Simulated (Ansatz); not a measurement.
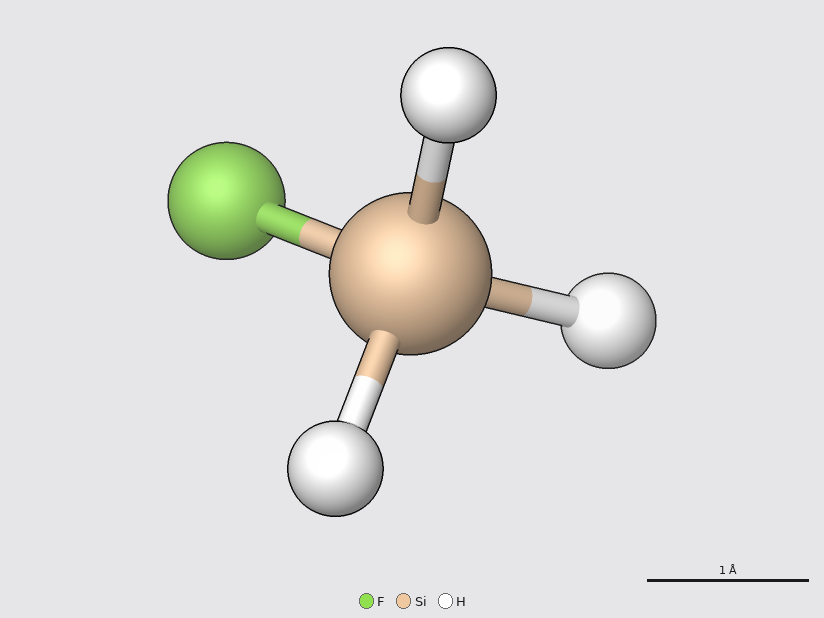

Ball-and-stick drawing of a structure. Every bond is drawn as one stick, whatever its order.

The computed structure is the end point of a PBE0-D4/def2-TZVP optimisation.

**Which formula does it have?**

FH₃Si, 5 atoms: 1 fluorine, 3 hydrogen and 1 silicon.

**How many bonds of each kind are drawn?**

3 Si–H, 1 F–Si. Sticks follow a distance rule.

More results for the same structure follow; atom numbers are the same in all pictures, views and colours differ.

## Shape

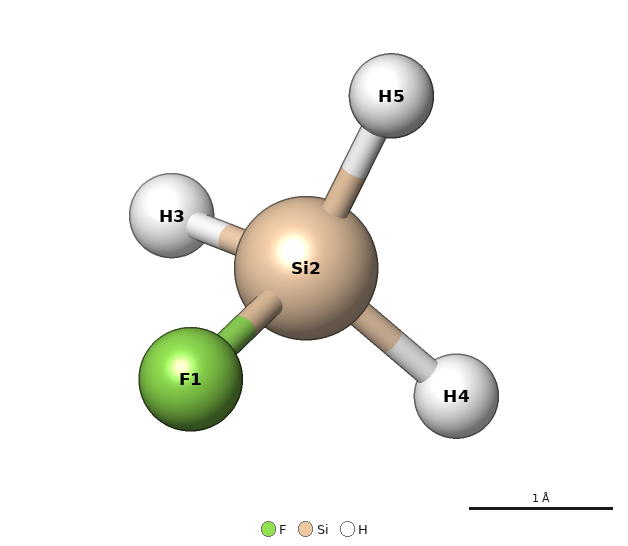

Numbered structure.

**How are the neighbours of atom 2 arranged?**

Si2 has 4 neighbours (F1 at 1.60, H3 at 1.48, H4 at 1.48, H5 at 1.48 Å); the arrangement is tetrahedral.

## Electronic properties

Level of theory: RKS PBE0-D4/def2-TZVP (Ansatz 0.2.0).

What does the calculation give?

- dipole moment: 1.27 D
- harmonic zero-point energy: 71.7 kJ/mol

## Thermal motion

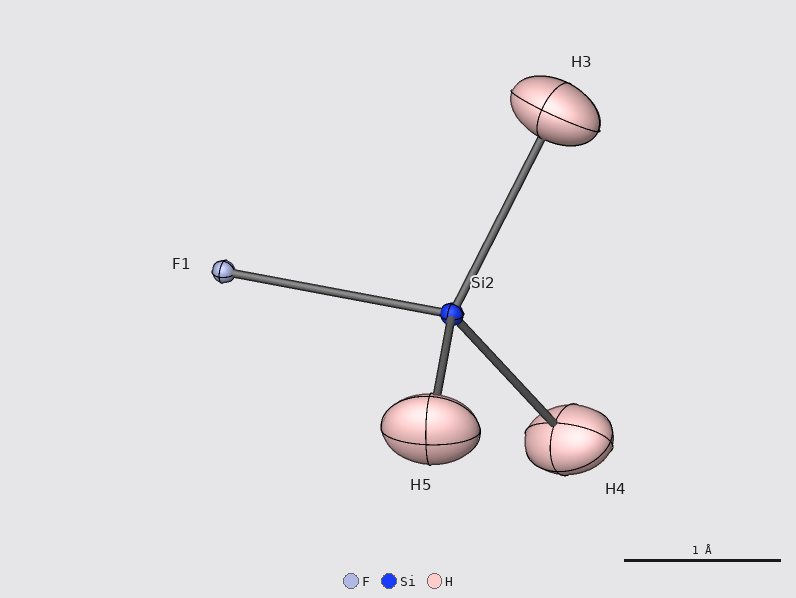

Displacement ellipsoids at the 50 % level, enlarged 1.5 times, from the internal vibrations of the free molecule (harmonic, no overall translation or rotation; no half-axis is drawn under 0.075 Å). Vibrations computed with RKS PBE0-D4/def2-TZVP (Ansatz 0.2.0). Temperature: 200 K.

**Which atom moves most?**

H3, H4, H5, with U_eq = 0.0124 Å².

**Does H5 move more along its bond or across it?**

Across it: the root-mean-square amplitude is 0.085 Å along the bond and up to 0.138 Å across, since bending and torsion are softer than stretching.

Give the displacement parameters, one line for each set of equivalent atoms.

```json
{"atom": "F1", "U_eq (Å²)": "0.00026", "rms amplitudes (Å)": "0.009, 0.009, 0.025"}
{"atom": "Si2", "U_eq (Å²)": "0.00017", "rms amplitudes (Å)": "0.011, 0.011, 0.017"}
{"atom": "H3, H4, H5", "U_eq (Å²)": "0.0124", "rms amplitudes (Å)": "0.085, 0.104, 0.138"}
```

## Vibrations

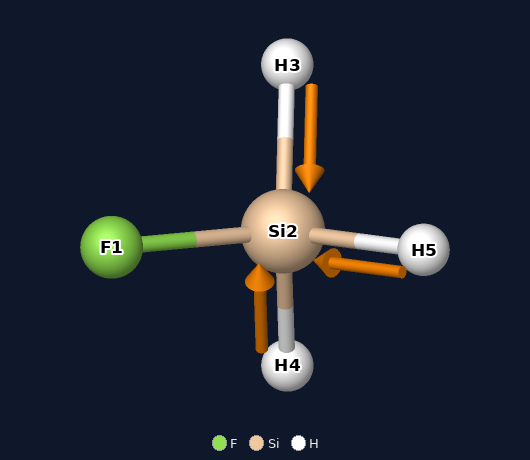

The arrows show one normal mode. Harmonic vibrations computed with RKS PBE0-D4/def2-TZVP (Ansatz 0.2.0) at a stationary point of the same level.

**Describe the motion.**

Mostly in-phase stretching of 3 Si–H bonds.

**Estimate its harmonic wavenumber.**

2250 cm⁻¹; it is mode 7 of 9 counted from the lowest.
